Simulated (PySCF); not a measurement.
# C2H8O2Si: what the fields show

```xyz
13

C     1.3589   -0.9724    0.3369
O     0.7123    0.1742    0.8031
Si   -0.3574    1.0902   -0.0860
C    -2.0236    0.2862   -0.2372
O    -0.5829    2.5124    0.7300
H     0.6644   -1.8259    0.2230
H     2.1337   -1.2689    1.0613
H     1.8544   -0.8086   -0.6392
H     0.2681    1.3136   -1.4310
H    -1.9543   -0.6752   -0.7699
H    -2.7226    0.9319   -0.7906
H    -2.4458    0.0979    0.7619
H     0.2116    2.9932    0.9786
```

Geometry: PBE0-D3(BJ)/def2-SVP.

Method: PBE0/pcSseg-1, SCF density, gas phase, non-relativistic (PySCF 2.14.0).

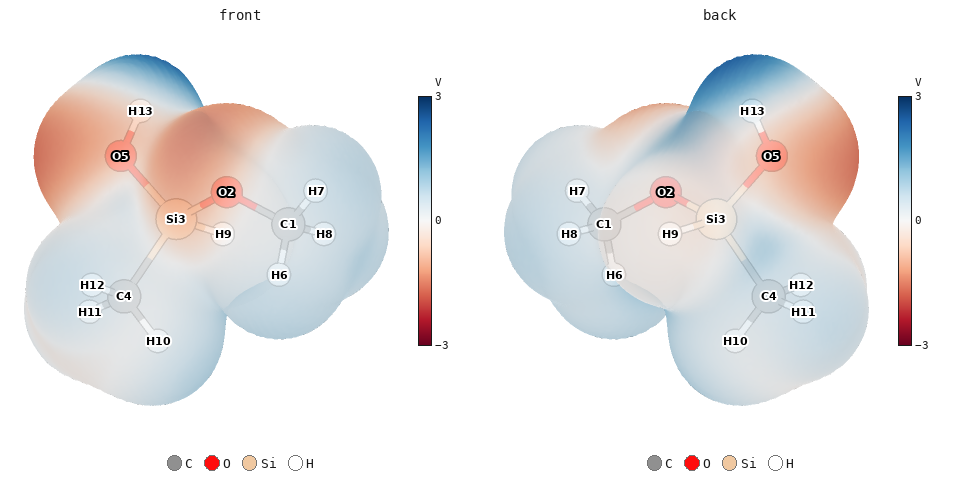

Figure 1. The molecular electrostatic potential painted on the density surface at 0.002 e/bohr³, seen from the front and from behind; the colour scale runs from red (negative) to blue (positive).

Describe the electrostatic potential map.

The most negative region (about −1.6 V) lies over O5, the most positive (about +2.3 V) over H13. O5 is the likeliest acceptor of a hydrogen bond.

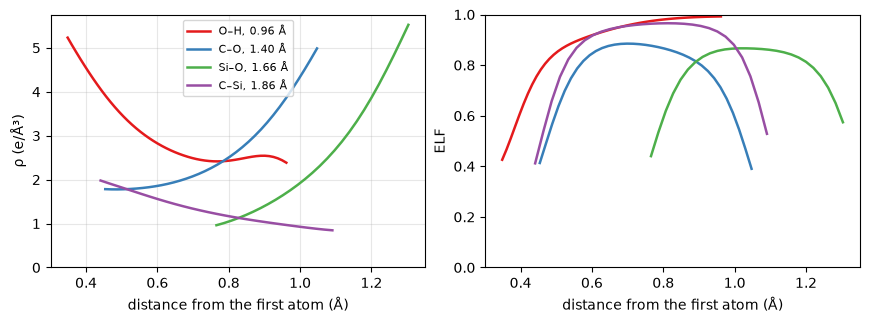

Figure 2. Total electron density and electron localisation function along straight lines between neighbouring atoms. The curves leave out the atomic cores.

What can be read from the curves?

O–H (0.96 Å): ρ at the midpoint is about 3.7 e/Å³; the ELF climbs to about 1 towards the hydrogen, as it does in any bond to H; an ordinary covalent bond to hydrogen.
C–O (1.40 Å): ρ is about 2.1 e/Å³ halfway, with its minimum of 1.8 e/Å³ about 0.5 Å from C; the ELF peaks at about 0.90 between the atoms: a shared but strongly polarised pair.
Si–O (1.66 Å): ρ at the midpoint is about 1.1 e/Å³; the ELF peaks at about 0.85 between the atoms, as expected for a polar covalent bond.
C–Si (1.86 Å): ρ is about 1 e/Å³ halfway; the ELF peaks at about 0.95 between the atoms; a shared electron pair.
